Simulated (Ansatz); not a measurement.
**ClF3H2HfO: density, localisation and related maps**

Input file:

```
crystal:
  periodic: [false, false, false]
  atoms:
    - { symbol: Hf, position_ang: [-0.443119, -0.13767, -0.49324] }
    - { symbol: Cl, position_ang: [-0.226763, 1.005795, 3.033511] }
    - { symbol: F, position_ang: [1.245381, -0.837616, 0.053289] }
    - { symbol: F, position_ang: [-0.388084, 1.748792, -0.766108] }
    - { symbol: F, position_ang: [-0.829948, -0.897349, -2.192505] }
    - { symbol: O, position_ang: [-1.923807, -0.672852, 0.772889] }
    - { symbol: H, position_ang: [-2.791283, -1.082605, 0.745473] }
    - { symbol: H, position_ang: [-1.256377, 0.243806, 2.66399] }
basis:
  gaussian: { orbitals: def2-SVP }
hamiltonian:
  xc: r2scanh
  dispersion: d4
relax:
  f_tol: 0.03
  max_steps: 50
output:
  orbitals: {}
```

Launched as:

```sh
ansatz run input.yaml --threads 4 --pin off --max-ram 5120MiB --backend cpu --events-out ev --progress --plain --runs-dir out
```

The fields are those of the run's last geometry, not of the input's.

Core potentials replace the inner electrons of Hf.

These are results of Ansatz 0.2.0, RKS r2SCANh-D4/def2-SVP, not measurements.

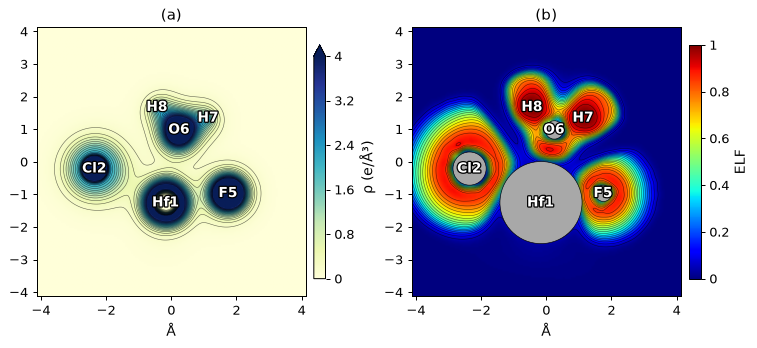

Figure 1. (a) electron density; (b) electron localisation function on the plane of atoms H7, O6 and H8. Grey discs cover the atomic cores in the ELF map.

**Interpret the plot.**

The plane passes through Hf, Cl, F, O and H nuclei.
Hf–O (2.27 Å): ρ at the midpoint is about 0.37 e/Å³; the ELF peaks at about 0.90 in the valence shell of O, 0.6 Å from its nucleus, and drops to about 0.10 between the two atoms.
Hf–Cl (2.43 Å): the density is about 0.49 e/Å³ at the midpoint; the ELF peaks at about 0.85 in the valence shell of Cl, 0.8 Å from its nucleus, and is about 0.30 at the midpoint.
O–H (0.97 Å): ρ at the midpoint is about 3.8 e/Å³; the ELF climbs to about 1 towards the hydrogen, as it does in any bond to H (an ordinary covalent bond to hydrogen).

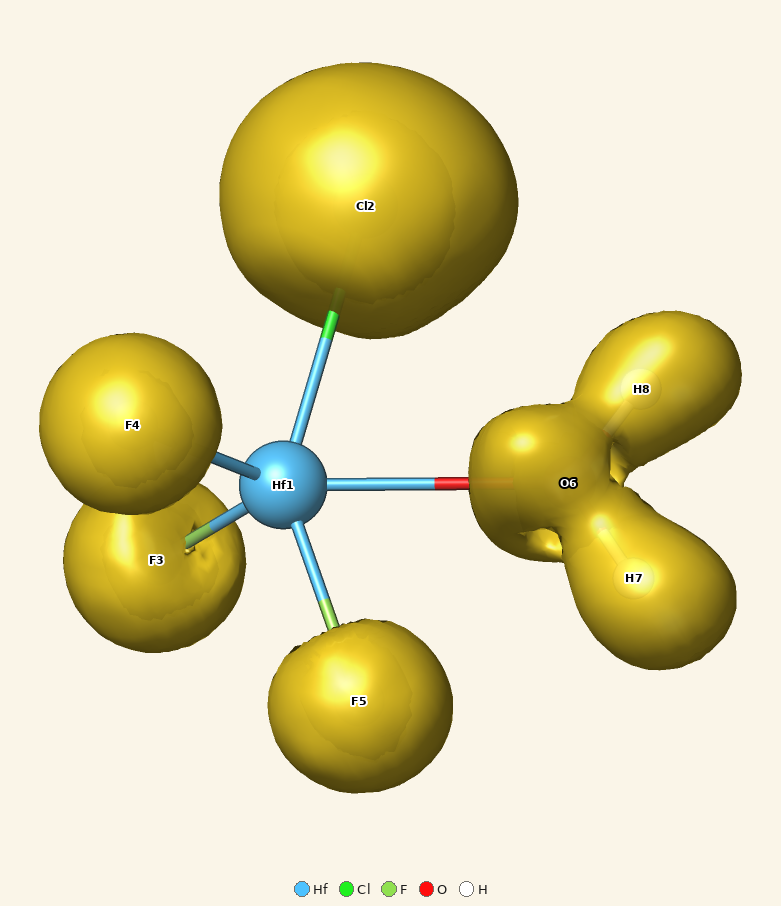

Figure 2. Isosurface of the ELF at 0.8 (yellow), seen at a tilt. Core shells and regions of very low density are left out.

**What do the ELF domains correspond to?**

The ELF exceeds this value in one region wrapped around Cl (its valence shell), three regions wrapped around F (the valence shell of each) and one joined region spread over several atoms (H, O), in which their bonds and any lone pairs are merged.


Hf–F (1.90 Å): the ELF peaks at about 0.85 in the valence shell of F, 0.5 Å from its nucleus, and drops to about 0.20 between the two atoms.

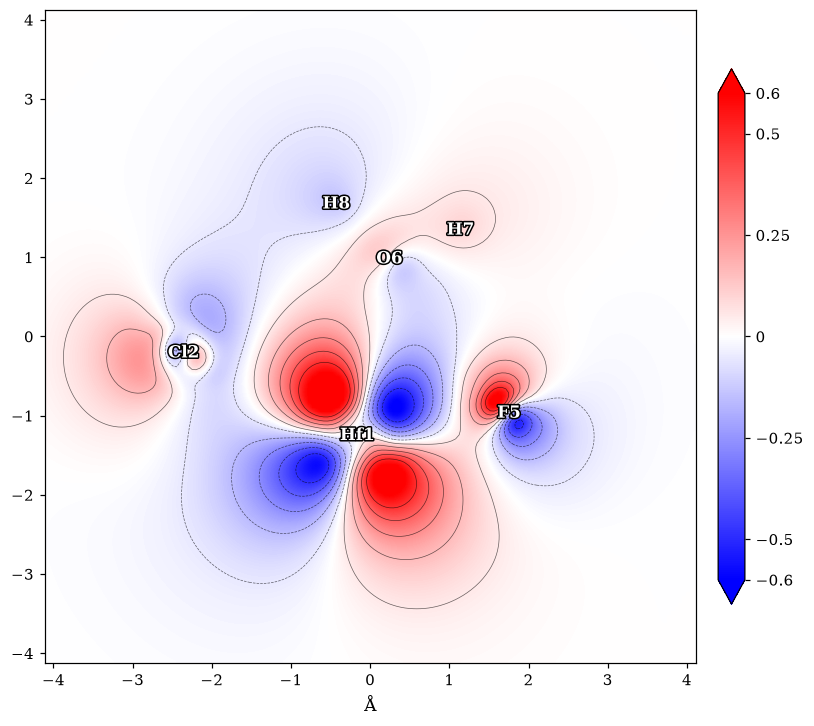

Figure 3. The LUMO on the plane of atoms F5, Hf1 and O6 (values in Å⁻³ᐟ²; the overall sign is arbitrary).

**Where does this orbital lie, and at what energy?**

Its weight (Hirshfeld) is mainly on Hf1 (about 70 %), Cl2 (about 10 %) and F5 (about 5 %). Its energy is −0.77 eV.

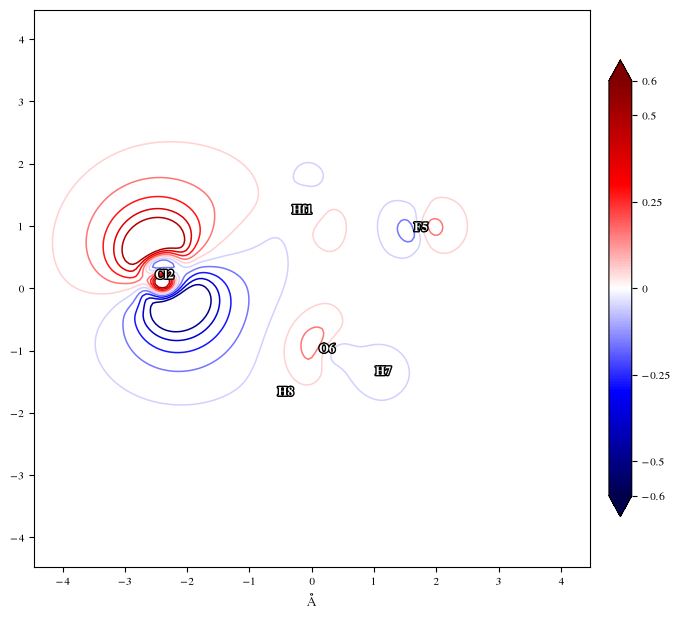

Figure 4. The HOMO−1 on the plane of atoms Cl2, Hf1 and F5 (values in Å⁻³ᐟ²; the overall sign is arbitrary).

**What is the character of this orbital?**

Its weight (Hirshfeld) is mainly on Cl2 (about 90 %); largely a lone pair of Cl2. Its energy is −8.44 eV.
